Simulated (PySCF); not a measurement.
**C$_{3}$HF$_{2}$: one change and its effect**

System: C$_{3}$HF$_{2}$, charge −1.
Method of run A: GIAO PBE0/pcSseg-1 NMR shielding, non-relativistic, gas phase (PySCF 2.14.0).

The geometry comes from this level: GFN2-xTB. Text and figures count atoms from 1; the logs count them from 0 in places.

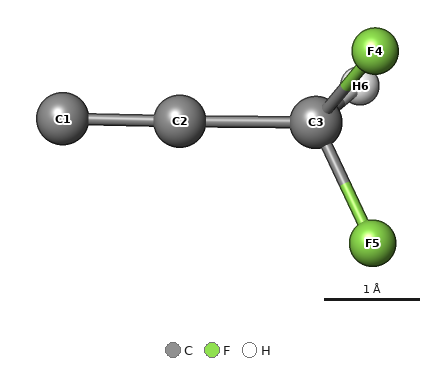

Fig. 1: The structure (ball-and-stick view, seen at a tilt; atoms are numbered from 1 in the order of the input). Bond lengths as drawn: C–C 1.23 to 1.43 Å, C–F 1.42 Å and C–H 1.11 Å.

### The input, run A
```
{"job": {"kind": "nmr", "xc": "PBE0", "basis": "pcSseg-1", "pop": true, "grid": 1}, "charge": -1, "multiplicity": 1}
C      2.264390    -0.023673    -0.041572
C      1.031626    -0.011194    -0.015787
C     -0.399164    -0.002662     0.063489
F     -1.026788     1.168094    -0.430486
F     -1.054151    -1.009367    -0.688728
H     -0.812790    -0.119207     1.091509
```

The first line tells a small driver script what to run in PySCF; the rest is the geometry in Å.

Launched with:
```bash
OMP_NUM_THREADS=1 python <driver script> task.json out
```

Hardware: 1 CPU thread, shared host.

### Output (run A)
```
final grid: 28616 points
cycle   1  E = -314.0280582498  dE =  5.113e-01  |g| = 8.211e-01  |ddm| = 2.368e+00
cycle   2  E = -313.8245660485  dE =  2.035e-01  |g| = 1.291e+00  |ddm| = 3.373e+00
cycle   3  E = -314.1555601988  dE = -3.310e-01  |g| = 2.251e-01  |ddm| = 2.289e+00
cycle   4  E = -314.1672578009  dE = -1.170e-02  |g| = 7.167e-02  |ddm| = 2.603e-01
cycle   5  E = -314.1684642807  dE = -1.206e-03  |g| = 1.817e-02  |ddm| = 1.213e-01
cycle   6  E = -314.1685481686  dE = -8.389e-05  |g| = 3.487e-03  |ddm| = 3.842e-02
cycle   7  E = -314.1685507588  dE = -2.590e-06  |g| = 1.245e-03  |ddm| = 5.720e-03
cycle   8  E = -314.1685510723  dE = -3.135e-07  |g| = 1.581e-04  |ddm| = 1.110e-03
cycle   9  E = -314.1685510772  dE = -4.876e-09  |g| = 1.699e-05  |ddm| = 2.523e-04
cycle  10  E = -314.1685510773  dE = -7.685e-11  |g| = 3.126e-06  |ddm| = 2.773e-05
converged SCF energy = -314.1685510773

GIAO shielding tensors (ppm)
atom      isotropic    diamagn.    paramagn.     s11        s22        s33       span
  0 C      -26.455     282.669    -309.124   -156.565   -131.332    208.533    365.098
  1 C       86.588     261.848    -175.260    -18.803    -14.609    293.176    311.979
  2 C       75.440     235.835    -160.395     52.343     80.250     93.728     41.385
  3 F      262.322     475.031    -212.709    114.432    308.862    363.673    249.241
  4 F      262.358     475.028    -212.671    114.524    308.918    363.631    249.107
  5 H       25.148      27.681      -2.532     22.628     23.675     29.141      6.513
```

For run B the input was changed thus:
```diff
-"pop": true
-"grid": 1
```

Predict how the results change.

The energy of run B is 0.02 kcal/mol lower, which measures how much it depends on this numerical setting. No shielding changes by as much as 0.05 ppm. The SCF takes 14 iterations against 10.

### Output (run B)
```
coarse grid: 6056 points
cycle   1  E = -313.9833957454  dE =  5.094e-01  |g| = 8.193e-01  |ddm| = 2.370e+00
cycle   2  E = -313.7800281542  dE =  2.034e-01  |g| = 1.288e+00  |ddm| = 3.407e+00
cycle   3  E = -314.1104969186  dE = -3.305e-01  |g| = 2.275e-01  |ddm| = 2.318e+00
cycle   4  E = -314.1224118866  dE = -1.191e-02  |g| = 7.208e-02  |ddm| = 2.629e-01
cycle   5  E = -314.1236257383  dE = -1.214e-03  |g| = 1.837e-02  |ddm| = 1.203e-01
cycle   6  E = -314.1237110508  dE = -8.531e-05  |g| = 3.400e-03  |ddm| = 3.886e-02
cycle   7  E = -314.1237135182  dE = -2.467e-06  |g| = 1.254e-03  |ddm| = 5.721e-03
final grid: 62208 points
cycle   8  E = -314.1685713092  dE = -2.268e-05  |g| = 7.131e-03  |ddm| = 2.272e-02
cycle   9  E = -314.1685630893  dE =  8.220e-06  |g| = 1.050e-02  |ddm| = 1.969e-02
cycle  10  E = -314.1685814414  dE = -1.835e-05  |g| = 8.402e-04  |ddm| = 7.416e-03
cycle  11  E = -314.1685815569  dE = -1.155e-07  |g| = 5.398e-04  |ddm| = 2.385e-03
cycle  12  E = -314.1685816301  dE = -7.326e-08  |g| = 1.391e-04  |ddm| = 8.063e-04
cycle  13  E = -314.1685816346  dE = -4.422e-09  |g| = 1.695e-05  |ddm| = 1.289e-04
cycle  14  E = -314.1685816346  dE = -5.616e-11  |g| = 7.859e-06  |ddm| = 1.797e-05
converged SCF energy = -314.1685816346

GIAO shielding tensors (ppm)
atom      isotropic    diamagn.    paramagn.     s11        s22        s33       span
  0 C      -26.456     282.669    -309.125   -156.574   -131.328    208.534    365.108
  1 C       86.590     261.850    -175.259    -18.800    -14.607    293.177    311.976
  2 C       75.444     235.832    -160.388     52.349     80.251     93.734     41.385
  3 F      262.320     475.032    -212.712    114.428    308.851    363.681    249.253
  4 F      262.358     475.028    -212.670    114.520    308.911    363.642    249.122
  5 H       25.149      27.681      -2.532     22.628     23.676     29.142      6.513
```

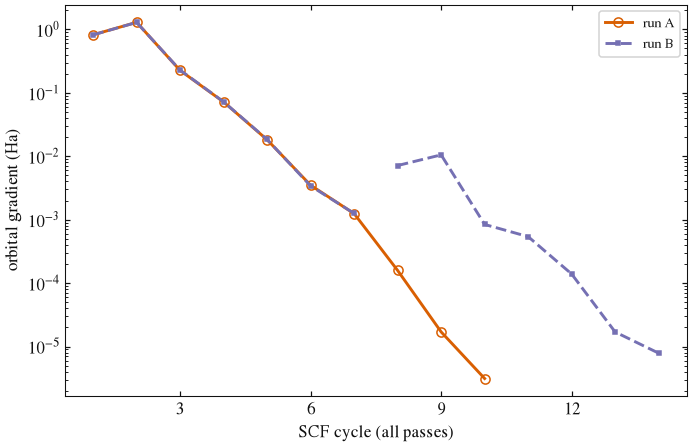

Fig. 2: Convergence of the two runs: orbital gradient against the SCF cycle. A break in a curve parts two SCF passes (coarse and final grid). Run A takes 10 cycles in all, and run B takes 14.

### The two runs side by side

| quantity | run A | run B |
| --- | --- | --- |
| outcome | converged | converged |
| total energy (hartree) | −314.168551 | −314.168582 |
| HOMO (eV) | −1.41 | −1.41 |
| LUMO (eV) | 5.85 | 5.85 |
| shielding of C1 (ppm) | −26.5 | −26.5 |
| shielding of C2 (ppm) | 86.6 | 86.6 |
| shielding of C3 (ppm) | 75.4 | 75.4 |
| shielding of F4 (ppm) | 262.3 | 262.3 |
| shielding of F5 (ppm) | 262.4 | 262.4 |
| shielding of H6 (ppm) | 25.1 | 25.1 |
| SCF iterations | 10 | 14 |
| basis functions | 90 | 90 |
| wall time (shared host) | 7.5 s | 9.9 s |
